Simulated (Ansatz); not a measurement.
## Electronic structure of C₁₈Se (slab) in real space

```
CELL_PARAMETERS angstrom
7.39800 0.00000 0.00000
-3.69900 6.40686 0.00000
0.00000 0.00000 11.00000
ATOMIC_POSITIONS crystal
C 0.99582 0.99423 0.11076
C 0.22051 0.11026 0.09071
C 0.99707 0.33371 0.09072
C 0.21492 0.44092 0.08453
C 0.99330 0.66167 0.08617
C 0.21622 0.77386 0.08611
C 0.32843 0.99678 0.08617
C 0.54848 0.10648 0.08618
C 0.32772 0.32810 0.08451
C 0.55039 0.43967 0.08269
C 0.32649 0.66357 0.08272
C 0.54915 0.77513 0.08457
C 0.65637 0.99299 0.09075
C 0.88104 0.10901 0.11074
C 0.66066 0.32941 0.08610
C 0.88360 0.44162 0.08618
C 0.66195 0.66233 0.08456
C 0.87981 0.76956 0.09075
Se 0.93840 0.05159 0.28780
```

Computed with DFT LDA, scalar-relativistic, plane waves, PAW (Ansatz).

The density is the valence pseudo-density of a PAW calculation; it isn't the true density close to the nuclei.

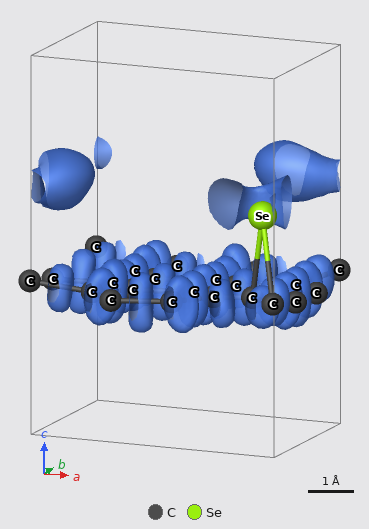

Figure 1. Isosurface of the ELF at 0.8 (blue), seen slightly off an axis. Core shells and regions of very low density are left out. Sticks mark near contacts.

> Identify the bonds, lone pairs and shells in this picture.

The ELF exceeds this value in 27 regions between bonded C–C atoms (shared pairs) and one region wrapped around Se (its valence shell), counted in one cell of 19 atoms. Counts are for one cell; the picture repeats the cell along the surface. Profiles from the grid: C–C (1.40 Å): the ELF peaks at about 0.95 between the atoms, as expected for localised, covalent bonding. C–Se (2.08 Å): the ELF peaks at about 0.70 between the atoms.

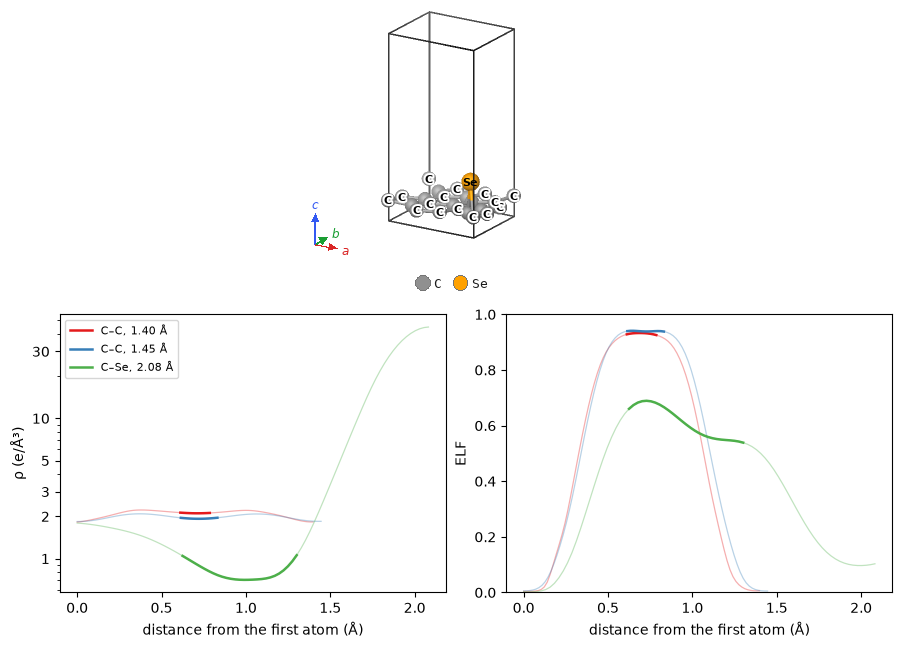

Figure 2. Valence pseudo-density and electron localisation function along straight lines between neighbouring atoms. Thin, pale parts lie inside the atomic spheres. The structure is drawn too.

> Compare the contacts.

C–C (1.40 Å): ρ at the midpoint is about 2.1 e/Å³; the ELF peaks at about 0.95 between the atoms; localised, covalent bonding.
C–C (1.45 Å): ρ is about 1.9 e/Å³ halfway; the ELF peaks at about 0.95 between the atoms (localised, covalent bonding).
C–Se (2.08 Å): ρ at the midpoint is about 0.71 e/Å³; the ELF peaks at about 0.70 between the atoms.
